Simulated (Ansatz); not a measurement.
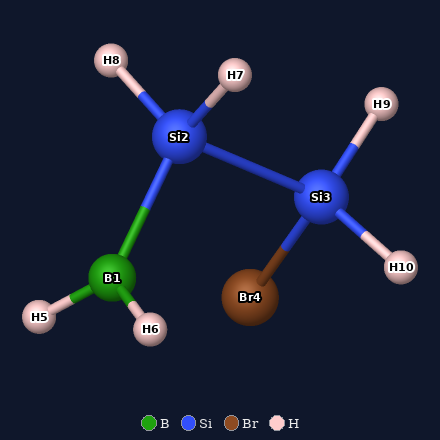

The system is BBrH6Si2, SMILES B[SiH2][SiH2]Br; the picture shows the reference structure. 
- The first coordinate is: dihedral B1–Si2–Si3–Br4; the second: dihedral H5–B1–Si2–Si3.
- Nothing is relaxed (all other coordinates rigid).
- The grid has 8 × 8 points.
- Energies are in meV, from the relaxed molecule at the same level.
- Energies and slopes of some neighbouring points disagree (a jump in structure or state, or too coarse a mesh).
- Level of theory: RKS PBE-D4/def2-TZVP (Ansatz 0.2.0).

Its coordinates:

```yaml
atoms:
  - { symbol: B, position_ang: [-1.2009, 1.4288, -0.0928] }
  - { symbol: Si, position_ang: [0.5138, 0.6470, -0.7275] }
  - { symbol: Si, position_ang: [0.6299, -1.3149, 0.5854] }
  - { symbol: Br, position_ang: [-1.2178, -2.5475, 0.2333] }
  - { symbol: H, position_ang: [-2.2412, 1.1685, -0.6305] }
  - { symbol: H, position_ang: [-1.2228, 2.0960, 0.9061] }
  - { symbol: H, position_ang: [1.7503, 1.4237, -0.3843] }
  - { symbol: H, position_ang: [0.5748, 0.2077, -2.1569] }
  - { symbol: H, position_ang: [1.8099, -2.1600, 0.2253] }
  - { symbol: H, position_ang: [0.6869, -1.0005, 2.0450] }
```

Range: dihedral B1–Si2–Si3–Br4 from −180 to 135°; dihedral H5–B1–Si2–Si3 from −180 to 135°.

**Predict the map.**

The lowest grid point is at dihedral B1–Si2–Si3–Br4 = 45°, dihedral H5–B1–Si2–Si3 = −90°, 3.0 meV from the relaxed molecule at the same level. Other grid points that lie below all their neighbours: dihedral B1–Si2–Si3–Br4 = −45°, dihedral H5–B1–Si2–Si3 = −90° (3.2 meV higher); dihedral B1–Si2–Si3–Br4 = −180°, dihedral H5–B1–Si2–Si3 = −90° (5 meV higher); dihedral B1–Si2–Si3–Br4 = 45°, dihedral H5–B1–Si2–Si3 = 90° (20 meV higher). The highest grid point, dihedral B1–Si2–Si3–Br4 = 0°, dihedral H5–B1–Si2–Si3 = −180°, lies 356 meV above the lowest.

```tsv
dihedral H5–B1–Si2–Si3 ↓, dihedral B1–Si2–Si3–Br4 →	−180	−135	−90	−45	0	45	90	135
135	122	153	149	98	163	132	132	176
90	33	67	48	26	34	23	47	66
45	132	190	148	144	187	110	160	168
0	234	294	268	228	358	228	262	298
−45	105	136	135	88	159	118	116	161
−90	8	40	23	6	19	3	22	40
−135	113	172	128	128	182	97	142	148
−180	233	294	266	223	359	231	262	296
```

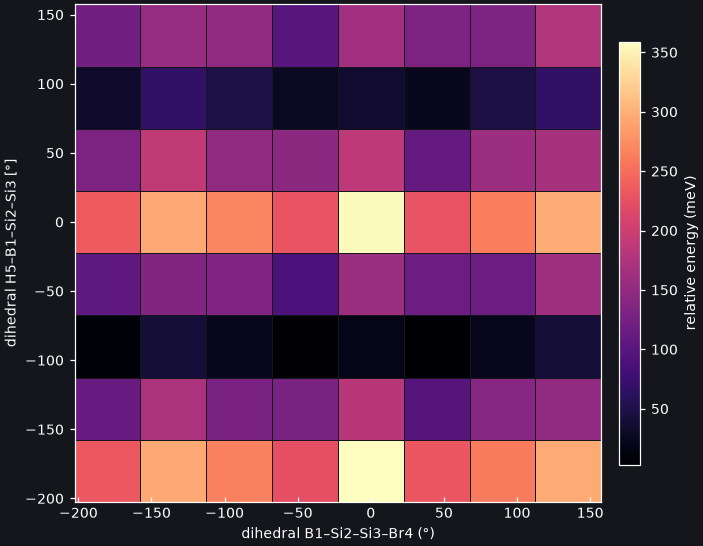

In the figure: one coloured cell a grid point.

Time for the 64 points that were run: 9.6 min on 1 thread of Arm Neoverse V2 (shared host).
